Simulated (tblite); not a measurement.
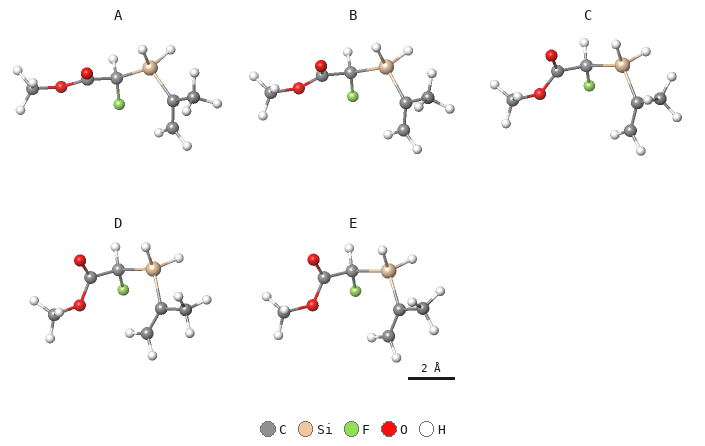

5 geometries from one relaxation of C6H11FO2Si, in shuffled order. A ball-and-stick model, seen from a free direction.

The calculation used GFN2-xTB geometry optimisation, gas phase (tblite). 

Q: Put them in the order of the run, from the start to the converged end.

A: A, B, C, E, D. They are steps 0, 38, 49, 66, 112, at +17.9 kcal/mol, +5.06 kcal/mol, +3.78 kcal/mol, +1.39 kcal/mol relative to the last. The atom that moves furthest after the best rigid fit is an H atom (1.62 Å). By element the largest moves are H 1.62 Å, C 1.28 Å, O 1.17 Å, F 1.15 Å, Si 0.34 Å. Among the contacts that change: C–Si 1.845 → 1.938 Å, C–O 1.402 → 1.333 Å, C–O 1.250 → 1.207 Å, C–H 1.134 → 1.092 Å. Bond angles that change, for instance: C–Si–H 113.5° → 106.0°, O–C–H 112.6° → 106.1°, H–C–H 104.5° → 110.5°. Groups turn about C–C by about 65°, C–O by about 50°, C–C by about 50°. The energy falls by 17.9 kcal/mol in 112 geometry steps.
